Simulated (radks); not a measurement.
Atomic carbon (C) in the configuration [He] 2s2 2p2 (2p1/2: 2). Method: Dirac Kohn-Sham, PBE, spin-unpolarised, spherical densities, finite nucleus; computed with the in-house radial solver radks.

```
Z 6
configuration [He] 2s2 2p2
relativity Dirac
functional pbe,pbe
spin unpolarised
j_filling energy
nucleus finite rms 2.4702 fm
c 137.035999084
```

Wanted: the number of electrons inside radius r (solid) and the radial density 4πr²ρ (dashed).

The count levels off at 6 electrons. Half of them lie within 1.08 bohr, 90 % within 2.51 bohr and 99 % within 4.30 bohr. The radial density has a minimum at 0.626 bohr, where the count stands at 2.1; this parts the shells that the density resolves.

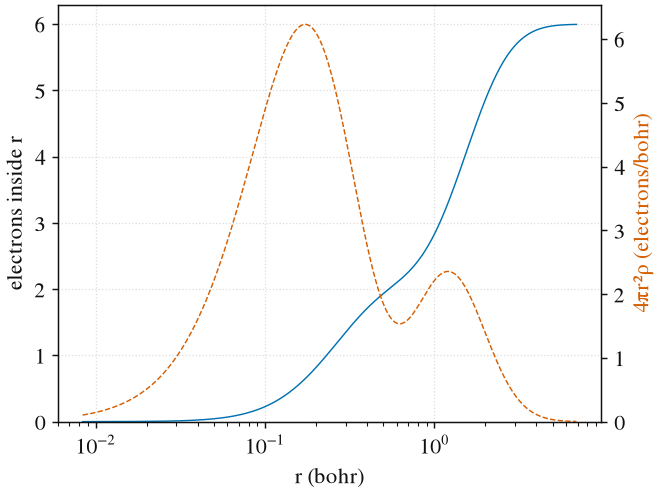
